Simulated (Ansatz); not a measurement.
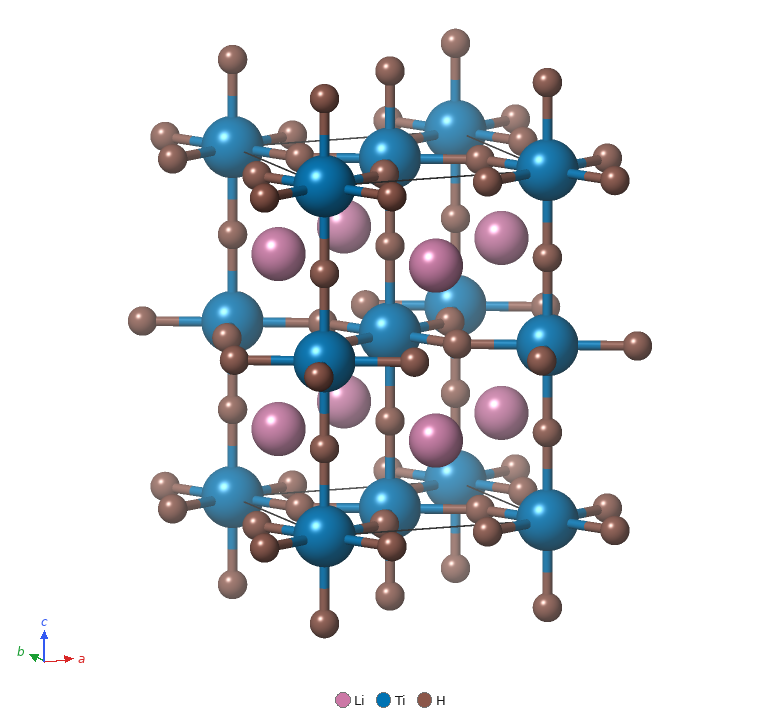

LiTiH3 (space group I4/mcm, No. 140). Coordinates: coordinates from a relaxation with Ansatz, DFT PBE, scalar-relativistic, plane waves, PAW; the starting structure was generated, so it need not be a known form of this composition.

Bonds are taken as H–Ti below 2.1 Å; Li is left out of the net, as the electropositive filling of the structure; no other contact counts. The graph is simplified in the usual way: terminal and isolated atoms are pruned, two-connected atoms become edges.

> What kind of net remains, and which atoms are its nodes?

A uninodal 6-connected, three-periodic net: Ti is a 6-connected node. H becomes part of the edges.

> Name the underlying net.

It is the pcu net, known from NaCl, ReO3 and the B-X framework of perovskite.

> Is the net interpenetrated?

It is a single net, without interpenetration.

> How many nodes does the smallest cycle have?

Four.

The simplified net, drawn on the atoms' positions. Nodes are coloured by element. Edges to nodes outside the piece are drawn as stubs.

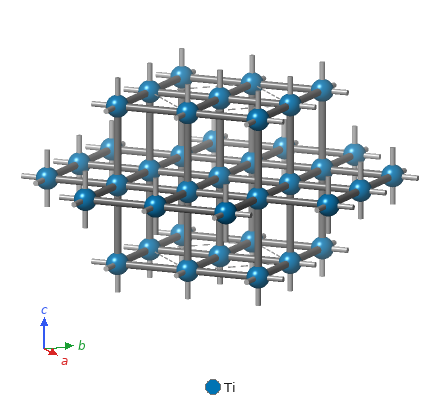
